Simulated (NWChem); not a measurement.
# C3H6F2 (1,3-difluoropropane) at 3 levels

Wanted: a comparison of 3 runs (B2PLYP/cc-pVDZ, CAM-B3LYP/cc-pVDZ, wB97X/cc-pVDZ) of C3H6F2 (1,3-difluoropropane). 

The calculation is run with NWChem 7.3.0.

### Step 1. Starting point

C3H6F2: 11 atoms, total charge 0, spin state singlet. SMILES: `FCCCF`. The coordinates come from a PBE0-D4/def2-TZVP relaxation. This is one conformer, not always the lowest.

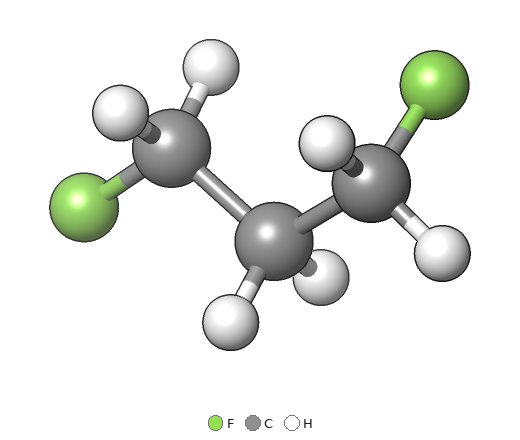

The structure, seen from a chosen angle (fluorine green, carbon grey, hydrogen white).

### Step 2. The energy at B2PLYP/cc-pVDZ (run 1)

c3h6f2.nw reads:

```
start c3h6f2
memory 2200 mb

geometry units angstroms noautosym nocenter noautoz
  F       -1.964400       1.432700      -0.107100
  C       -0.715300       1.000700       0.300600
  C       -0.375000      -0.298800      -0.387800
  C        0.967500      -0.838200       0.034700
  F        1.975600       0.040200      -0.331200
  H       -0.744500       0.875300       1.388600
  H        0.008000       1.781800       0.054100
  H       -0.388200      -0.154300      -1.471600
  H       -1.138100      -1.046200      -0.147100
  H        1.026200      -0.968100       1.120800
  H        1.173400      -1.798000      -0.445900
end

basis spherical bse
  * library cc-pVDZ
end

dft
  xc hfexch 0.53 becke88 0.47 lyp 0.73 mp2 0.27
  dftmp2 semidirect
  grid fine
  convergence energy 1e-08
  maxiter 100
  mulliken
  print low
end

mp2
  freeze core 5
end

task dft energy
```

The run is started by

```sh
$ nwchem c3h6f2.nw > c3h6f2.out
```

Standard output:

```text
[...]
 d= 0,ls=0.0,diis     1   -316.9909061489 -5.01D+02  8.45D-03  6.65D-01     2.8
[...]
 d= 0,ls=0.0,diis     8   -317.0710347208 -6.52D-09  1.27D-06  5.04D-08    17.8
         Total DFT energy =     -317.071034720840
      One electron energy =     -802.815714834263
           Coulomb energy =      340.248652707808
    Exchange-Corr. energy =      -39.007514874526
 Nuclear repulsion energy =      184.503542280142
[...]
      Total Density - Mulliken Population Analysis
     ---------------------------------------------
    Atom       Charge   Shell Charges
 -----------   ------   -------------------------------------------------------
    1 F    9     9.30   2.00  0.89  1.01  3.33  2.04  0.01
    2 C    6     5.72   2.01  0.68  0.32  1.99  0.59  0.13
    3 C    6     6.10   2.01  0.66  0.41  2.12  0.83  0.07
    4 C    6     5.74   2.01  0.68  0.33  1.99  0.61  0.13
    5 F    9     9.30   2.00  0.89  1.02  3.33  2.04  0.01
    6 H    1     0.98   0.77  0.19  0.03
    7 H    1     0.97   0.76  0.17  0.03
    8 H    1     0.96   0.75  0.18  0.03
    9 H    1     0.97   0.76  0.19  0.03
   10 H    1     0.98   0.77  0.18  0.03
[...]
  Basis functions       =    100
[...]
```

It took 23 s on 1 thread of AMD EPYC 9R14 (Zen 4), shared host; peak memory 0.34 GiB.

### Step 3. Energy and forces at CAM-B3LYP/cc-pVDZ (run 2)

job.nw reads:

```
echo
start job
title "C3H6F2 CAM-B3LYP"
memory total 2200 mb
charge 0

geometry units angstroms noautosym nocenter noautoz
 F       -1.964400       1.432700      -0.107100
 C       -0.715300       1.000700       0.300600
 C       -0.375000      -0.298800      -0.387800
 C        0.967500      -0.838200       0.034700
 F        1.975600       0.040200      -0.331200
 H       -0.744500       0.875300       1.388600
 H        0.008000       1.781800       0.054100
 H       -0.388200      -0.154300      -1.471600
 H       -1.138100      -1.046200      -0.147100
 H        1.026200      -0.968100       1.120800
 H        1.173400      -1.798000      -0.445900
end

basis spherical bse
 * library cc-pVDZ
end

dft
 xc xcamb88 1.00 lyp 0.81 vwn_5 0.19 hfexch 1.00
 cam 0.33 cam_alpha 0.19 cam_beta 0.46
 grid fine
 convergence energy 1e-08
 direct
 iterations 100
 mulliken
 print medium
end

task dft gradient
```

The run is started by

```sh
$ nwchem job.nw > job.out
```

Standard output:

```text
[...]
          Wavefunction type:  closed shell.
          No. of atoms     :    11
          No. of electrons :    42
[...]
          Charge           :     0
          Spin multiplicity:     1
[...]
          AO basis - number of functions:   100
[...]
              XC Information
              --------------
                     Hartree-Fock (Exact) Exchange  1.000
                   CAM-Becke88 Exchange Functional  1.000
                      VWN V Correlation Functional  0.190 local
              Lee-Yang-Parr Correlation Functional  0.810
[...]
 d= 0,ls=0.0,diis     1   -317.4036535922 -5.02D+02  1.06D-02  8.32D-01     6.0
[...]
 d= 0,ls=0.0,diis     8   -317.4942769479 -5.67D-09  2.50D-06  2.40D-07    49.0
         Total DFT energy =     -317.494276947861
      One electron energy =     -802.892012431927
           Coulomb energy =      340.295580197061
    Exchange-Corr. energy =      -39.401386993137
 Nuclear repulsion energy =      184.503542280142
[...]
      Total Density - Mulliken Population Analysis
     ---------------------------------------------
    Atom       Charge   Shell Charges
 -----------   ------   -------------------------------------------------------
    1 F    9     9.24   2.01  0.89  1.00  3.34  2.00  0.01
    2 C    6     5.77   2.01  0.68  0.33  2.04  0.60  0.12
    3 C    6     6.08   2.02  0.66  0.39  2.16  0.80  0.06
    4 C    6     5.79   2.01  0.68  0.33  2.03  0.61  0.12
    5 F    9     9.25   2.01  0.89  1.00  3.34  2.00  0.01
    6 H    1     0.99   0.76  0.20  0.03
    7 H    1     0.97   0.75  0.19  0.03
    8 H    1     0.96   0.74  0.19  0.03
    9 H    1     0.98   0.75  0.20  0.03
   10 H    1     0.98   0.76  0.20  0.03
[...]
  wavefunction    = closed shell
[...]
                         DFT ENERGY GRADIENTS
    atom               coordinates                        gradient
                 x          y          z           x          y          z
   1 F      -3.712178   2.707410  -0.202390    0.002728  -0.000149   0.001337
   2 C      -1.351721   1.891049   0.568052    0.003436   0.000220   0.002596
   3 C      -0.708647  -0.564650  -0.732836   -0.002386  -0.001000  -0.003351
   4 C       1.828310  -1.583968   0.065573   -0.000329  -0.002395   0.002299
   5 F       3.733343   0.075967  -0.625877   -0.001395  -0.003401   0.000924
   6 H      -1.406901   1.654077   2.624074   -0.000809   0.000829  -0.005458
   7 H       0.015118   3.367114   0.102234   -0.005027  -0.002807   0.000931
   8 H      -0.733592  -0.291585  -2.780921    0.000061  -0.000868   0.005083
   9 H      -2.150697  -1.977031  -0.277979    0.003994   0.003046  -0.000891
  10 H       1.939237  -1.829444   2.118005    0.000323   0.001223  -0.005470
  11 H       2.217404  -3.397727  -0.842629   -0.000595   0.005301   0.002001
[...]
```

Run time: 75 s. Hardware: 1 thread of AMD EPYC 9R14 (Zen 4), shared host; peak memory 0.12 GiB.

### Step 4. Energy and forces at wB97X/cc-pVDZ (run 3)

c3h6f2.nw reads:

```
start c3h6f2
title "C3H6F2 wB97X"
memory total 2200 mb

geometry noautosym nocenter noautoz
F       -1.964400       1.432700      -0.107100
C       -0.715300       1.000700       0.300600
C       -0.375000      -0.298800      -0.387800
C        0.967500      -0.838200       0.034700
F        1.975600       0.040200      -0.331200
H       -0.744500       0.875300       1.388600
H        0.008000       1.781800       0.054100
H       -0.388200      -0.154300      -1.471600
H       -1.138100      -1.046200      -0.147100
H        1.026200      -0.968100       1.120800
H        1.173400      -1.798000      -0.445900
end

basis "ao basis" spherical bse
* library cc-pVDZ
end

dft
xc wb97x
grid fine
convergence energy 1e-08
maxiter 100
mulliken
end

task dft gradient
```

The run is started by

```sh
$ nwchem c3h6f2.nw > c3h6f2.out
```

Standard output:

```text
[...]
          Wavefunction type:  closed shell.
          No. of atoms     :    11
          No. of electrons :    42
[...]
          Charge           :     0
          Spin multiplicity:     1
[...]
          AO basis - number of functions:   100
[...]
              XC Information
              --------------
                       wb97x  Method XC Functional
                     Hartree-Fock (Exact) Exchange  1.000
                         wb97x Exchange Functional  1.000
                      wb97x Correlation Functional  1.000
[...]
 d= 0,ls=0.0,diis     1   -317.4542202680 -5.02D+02  9.15D-03  7.77D-01     6.4
[...]
 d= 0,ls=0.0,diis     9   -317.5416944626 -7.75D-09  6.07D-07  1.98D-09    58.4
         Total DFT energy =     -317.541694462554
      One electron energy =     -802.833047397932
           Coulomb energy =      340.232742209140
    Exchange-Corr. energy =      -39.444931553903
 Nuclear repulsion energy =      184.503542280142
[...]
      Total Density - Mulliken Population Analysis
     ---------------------------------------------
    Atom       Charge   Shell Charges
 -----------   ------   -------------------------------------------------------
    1 F    9     9.25   2.01  0.89  1.00  3.33  2.01  0.01
    2 C    6     5.78   2.01  0.68  0.34  2.02  0.61  0.12
    3 C    6     6.12   2.01  0.65  0.41  2.14  0.84  0.06
    4 C    6     5.80   2.01  0.68  0.35  2.02  0.63  0.12
    5 F    9     9.25   2.01  0.89  1.00  3.33  2.01  0.01
    6 H    1     0.98   0.76  0.19  0.03
    7 H    1     0.96   0.76  0.18  0.03
    8 H    1     0.95   0.75  0.18  0.03
    9 H    1     0.96   0.75  0.19  0.03
   10 H    1     0.98   0.76  0.19  0.03
[...]
  wavefunction    = closed shell
[...]
                         DFT ENERGY GRADIENTS
    atom               coordinates                        gradient
                 x          y          z           x          y          z
   1 F      -3.712178   2.707410  -0.202390    0.004221  -0.000725   0.001771
   2 C      -1.351721   1.891049   0.568052    0.002185   0.000467   0.002013
   3 C      -0.708647  -0.564650  -0.732836   -0.001943  -0.000774  -0.002857
   4 C       1.828310  -1.583968   0.065573    0.000311  -0.001651   0.001838
   5 F       3.733343   0.075967  -0.625877   -0.002636  -0.004345   0.001313
   6 H      -1.406901   1.654077   2.624074   -0.000846   0.000918  -0.005749
   7 H       0.015118   3.367114   0.102234   -0.005200  -0.003049   0.001015
   8 H      -0.733592  -0.291585  -2.780921    0.000083  -0.000824   0.005290
   9 H      -2.150697  -1.977031  -0.277979    0.004080   0.003216  -0.000926
  10 H       1.939237  -1.829444   2.118005    0.000344   0.001252  -0.005804
  11 H       2.217404  -3.397727  -0.842629   -0.000600   0.005516   0.002097
[...]
```

Wall time 84 s (1 thread of AMD EPYC 9R14 (Zen 4), shared host); peak memory 0.12 GiB.

### Step 5. Overview of the runs

```tsv
run	level	task	frozen core orbitals	energy (Eh)	wall time
1	B2PLYP/cc-pVDZ	energy	5	-317.327678	23 s
2	CAM-B3LYP/cc-pVDZ	gradient	–	-317.494277	75 s
3	wB97X/cc-pVDZ	gradient	–	-317.541694	84 s
```

### Step 6. What came out

| quantity | value |
| --- | --- |
| run 3: total energy | -317.54169 Eh |
| run 3: dipole moment | 1.86 D |
| run 3: HOMO energy | -11.54 eV |
| run 3: LUMO energy | 3.99 eV |
| run 3: HOMO–LUMO gap | 15.53 eV |
| run 3: largest force on an atom | 0.314 eV/Å |

**Reading.** Totals of different functionals can't be ranked against each other. All runs together took 3 min, the longest 84 s.
